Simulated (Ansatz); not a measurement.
**FH$_{5}$N$_{2}$OSi (SMILES N[Si](N)(O)F): density, localisation and related maps**

The calculation's input:

```
crystal:
  periodic: [false, false, false]
  atoms:
    - {symbol: N, position_ang: [-0.415753, 1.495419, -0.024829]}
    - {symbol: Si, position_ang: [0.063393, -0.096398, -0.298275]}
    - {symbol: N, position_ang: [-0.488663, -1.065147, 0.977805]}
    - {symbol: O, position_ang: [1.670979, 0.022602, -0.585141]}
    - {symbol: F, position_ang: [-0.553869, -0.827115, -1.586609]}
    - {symbol: H, position_ang: [-1.328326, 1.723125, 0.327296]}
    - {symbol: H, position_ang: [0.046591, 2.271965, -0.464079]}
    - {symbol: H, position_ang: [-0.741180, -2.027080, 0.831054]}
    - {symbol: H, position_ang: [-0.238858, -0.873712, 1.932481]}
    - {symbol: H, position_ang: [2.068785, -0.674859, -1.106904]}
basis:
  gaussian: {orbitals: def2-TZVPP}
hamiltonian: {xc: pbe0, dispersion: d4}
output: {orbitals: {seedname: orbitals}}
```

Command:

```sh
ansatz run in.yaml --threads 4 --pin off --events-out ev --progress --plain --max-ram 10444MiB
```

Geometry: PBE0-D4/def2-TZVP.

All numbers below come from RKS PBE0-D4/def2-TZVPP in Ansatz.

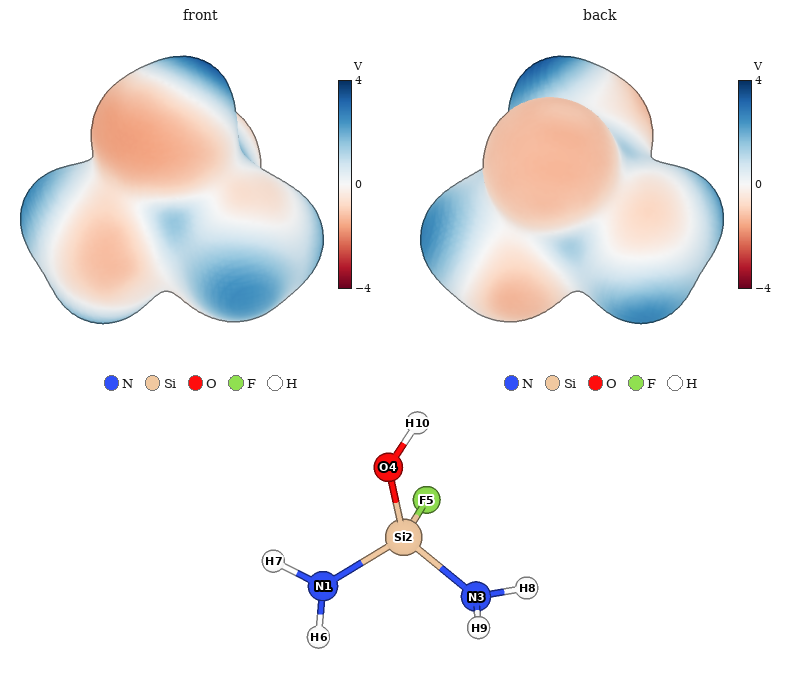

Figure 1. The electrostatic potential painted on the density surface at 0.004 e/bohr³, seen from the front and from behind; the colour scale runs from red (negative) to blue (positive). The bare structure is drawn below in the same view.

Question: Describe the electrostatic potential map.

Answer: The most negative region (about −1.6 V) lies over O4, the most positive (about +3.3 V) over H10. O4 is the likeliest acceptor of a hydrogen bond.

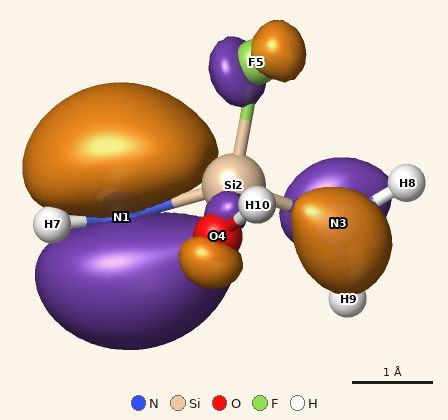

Figure 2. The HOMO−1 at ±0.1 Å⁻³ᐟ² (orange and purple are the two phases), seen from one side.

Question: Describe this orbital and give its energy.

Answer: Its weight (Hirshfeld) is mainly on N1 (about 65 %), Si2 (about 10 %) and N3 (about 5 %). Its energy is −7.77 eV.

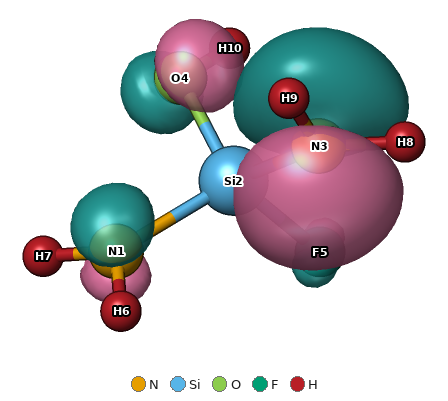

Figure 3. The HOMO at ±0.15 Å⁻³ᐟ² (teal and pink are the two phases), seen at an oblique angle.

Question: Where does this orbital lie, and at what energy?

Answer: Its weight (Hirshfeld) is mainly on N3 (about 60 %), O4 (about 10 %) and N1 (about 5 %). Its energy is −7.67 eV.
